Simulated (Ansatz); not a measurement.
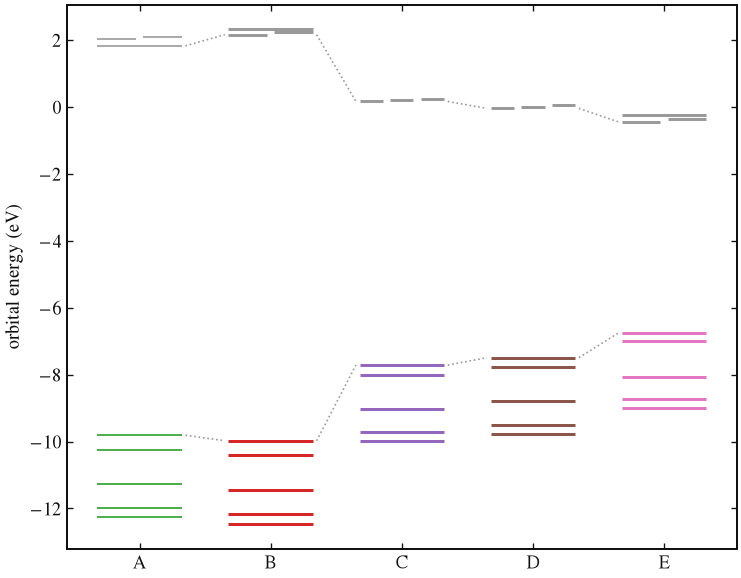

Frontier orbital energies of C₂H₅FGeSi, SMILES FC#[C][GeH2][SiH3], singlet at one geometry, def2-TZVPP, the Ansatz code, at a PBE0-D4/def2-TZVP geometry (no frequency check). Empty levels are grey, levels within 0.1 eV stand side by side; all columns show the same few orbitals around the gap. Dotted lines join the HOMOs and the LUMOs.

Question: The columns come from B3LYP, PBE0, r2SCAN, ωB97M-V and ωB97X-V. Which is which?

Answer: A: ωB97M-V (HOMO −9.81, LUMO 1.82, separation 11.64 eV)
B: ωB97X-V (HOMO −9.98, LUMO 2.16, separation 12.13 eV)
C: PBE0 (HOMO −7.72, LUMO 0.16, separation 7.88 eV)
D: B3LYP (HOMO −7.49, LUMO −0.05, separation 7.45 eV)
E: r2SCAN (HOMO −6.76, LUMO −0.45, separation 6.31 eV)

Caveats, for all or some of the runs: empty levels above zero depend strongly on the basis; no scalar relativity up to krypton.
